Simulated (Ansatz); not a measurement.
**CHClF2 (difluorochloromethane) at HF/3-21G**

What is the vertical ionisation energy of CHClF2 (difluorochloromethane) at HF/3-21G? 

The calculation is run with Ansatz 0.2.0.

69 further runs of the same task are left out: 69 set aside as unsound or not needed.

## 1. The system as given

The species is CHClF2 (5 atoms), meant as a singlet with charge 0. SMILES: `FC(F)Cl`. The coordinates come from a PBE0-D4/def2-TZVP relaxation.

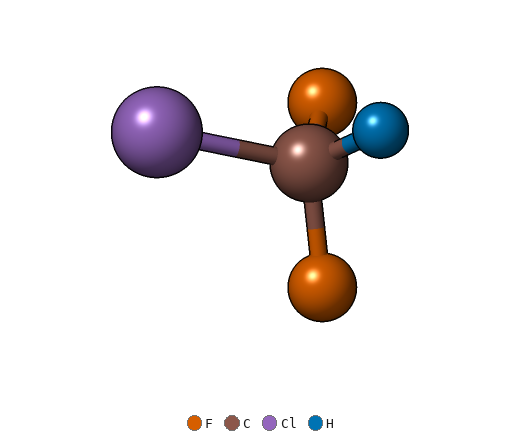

The structure, seen from a chosen angle (fluorine orange, carbon brown, chlorine purple, hydrogen blue).

## 2. A single-point energy at HF/3-21G

Input file input.yaml:

```yaml
basis:
  gaussian:
    orbitals: 3-21G.json
crystal:
  periodic: [false, false, false]
  atoms:
    - {symbol: F, position_ang: [0.038900, -0.568100, 1.222300]}
    - {symbol: C, position_ang: [0.109400, 0.023600, 0.028300]}
    - {symbol: F, position_ang: [0.844200, -0.745900, -0.776900]}
    - {symbol: Cl, position_ang: [-1.511000, 0.208900, -0.640800]}
    - {symbol: H, position_ang: [0.568600, 1.007800, 0.125800]}
output:
  orbitals: {seedname: orbitals}
hamiltonian:
  xc: hf
accuracy: high
```

The basis set 3-21G is read from a file made from the Basis Set Exchange's data (not shown).

Started as:

```console
ansatz run input.yaml --threads 1 --pin off --max-ram 3480MiB --events-out events.jsonl --progress --plain --runs-dir runs
```

Log:

```text
Warning: RAYON_NUM_THREADS=1 ignored (pool sized by the plan → 1); use --threads N
Functional definition: HF
  name "HF"
  exchange = exact_x
  correlation = 0
895 factors; integrals over basis functions are off by at most 3.1e-9 eV
mean field evaluation 1: about -18862.7157 eV, gradient 3.4e1 eV
mean field evaluation 2: about -18862.9954 eV, gradient 3.4e1 eV
mean field evaluation 4: about -18865.9111 eV, gradient 2.2e0 eV
mean field evaluation 8: about -18865.9427 eV, gradient 1.8e-1 eV
mean field evaluation 16: about -18865.9429 eV, gradient 1.7e-7 eV
mean field -18865.94291102 eV, -693.3106141847 hartree, gradient 9.5e-9 eV, S^2 0.000000; 0 other end points of the search recorded, 0 dependent functions left out
reference -18865.94291102 eV, -693.3106141847 hartree; 21, 21 occupied and 21, 21 virtual orbitals, 895 factors
Total energy: -18865.94291102 eV, -693.3106141847 hartree
```

Run time: 0.42 s. Hardware: 1 thread of Arm Neoverse V1, shared host; peak memory 0.09 GiB.

## 3. The doublet cation

input.yaml: that of step 2 with these lines changed.

```diff
@@ -1,4 +1 @@
-basis:
-  gaussian:
-    orbitals: 3-21G.json
 crystal:
@@ -11,6 +8,8 @@
     - {symbol: H, position_ang: [0.568600, 1.007800, 0.125800]}
-output:
-  orbitals: {seedname: orbitals}
-hamiltonian:
-  xc: hf
+basis:
+  gaussian: {orbitals: 3-21G.json}
+total_charge: 1
+magnetization: {spin_polarized: true, initial_magnetization: 1}
+hamiltonian: {xc: hf}
 accuracy: high
+output: {orbitals: {seedname: orbitals}}
```

The basis set 3-21G is read from a file made from the Basis Set Exchange's data (not shown).

Started as:

```console
ansatz run input.yaml --threads 1 --pin off --max-ram 3480MiB --events-out events.jsonl --progress --plain --runs-dir runs
```

Log:

```text
Warning: RAYON_NUM_THREADS=1 ignored (pool sized by the plan → 1); use --threads N
[... 4 set-up lines as earlier in the session ...]
895 factors; integrals over basis functions are off by at most 3.1e-9 eV
mean field evaluation 1: about -18849.1141 eV, gradient 3.4e1 eV
mean field evaluation 2: about -18849.1120 eV, gradient 3.4e1 eV
mean field evaluation 4: about -18853.7857 eV, gradient 2.5e0 eV
mean field evaluation 8: about -18854.0110 eV, gradient 2.4e-1 eV
mean field evaluation 16: about -18854.0136 eV, gradient 1.9e-8 eV
mean field evaluation 32: about -18853.9249 eV, gradient 2.2e-1 eV
mean field evaluation 64: about -18853.9212 eV, gradient 6.2e-1 eV
mean field evaluation 96: about -18854.0136 eV, gradient 4.5e-5 eV
mean field -18854.01361312 eV, -692.8722205727 hartree, gradient 2.0e-8 eV, S^2 0.753416; 3 other end points of the search recorded, 0 dependent functions left out
reference -18854.01361312 eV, -692.8722205727 hartree; 21, 20 occupied and 21, 22 virtual orbitals, 895 factors
Total energy: -18854.01361312 eV, -692.8722205727 hartree
```

Run time: 1.4 s. Hardware: 1 thread of Arm Neoverse V1, shared host; peak memory 0.11 GiB.

## 4. What came out

At HF/3-21G:

| quantity | value |
| --- | --- |
| singlet CHClF2: total energy | -693.31061 Eh |
| singlet CHClF2: HOMO energy | -13.32 eV |
| singlet CHClF2: LUMO energy | 4.92 eV |
| singlet CHClF2: HOMO–LUMO gap | 18.23 eV |
| doublet cation: total energy | -692.87222 Eh |
| doublet cation: HOMO energy (highest over α and β) | -22.21 eV |
| doublet cation: LUMO energy (lowest over α and β) | -10.61 eV |
| doublet cation: ⟨S²⟩ | 0.753 |
| vertical ionisation energy (to the doublet cation) | 11.929 eV |

What this shows: Removing an electron at fixed nuclei costs 11.93 eV (1151 kJ/mol). The negative HOMO energy of the first species, 13.32 eV, lies 1.39 eV above that difference.
